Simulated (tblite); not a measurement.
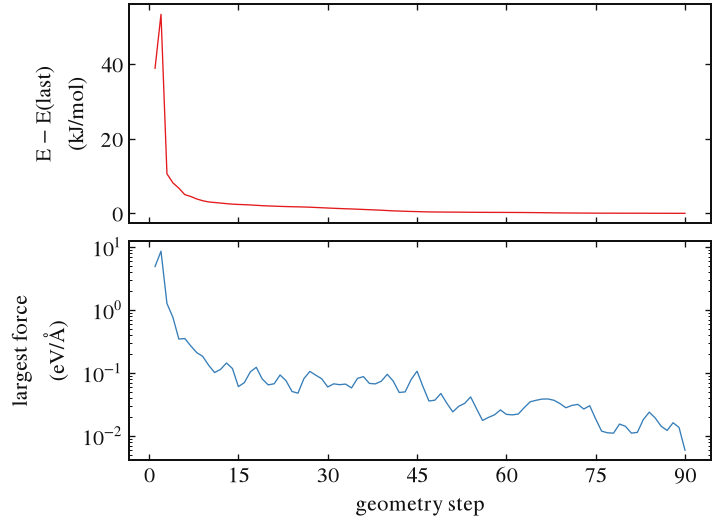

History of a geometry optimisation. C₇H₉ (SMILES CC#C/C=C/[CH+]C) (charge +1); GFN2-xTB geometry optimisation, gas phase in tblite 0.8.0.

The optimisation met its thresholds at geometry 90, counting the start as the first. The energy fell by about 39 kJ/mol from the first step to the last, with a rise at step 2. The largest force goes from about 4.9 eV/Å at the start to 6 × 10⁻³ eV/Å at the end, with a peak of 8.6 eV/Å at step 2.
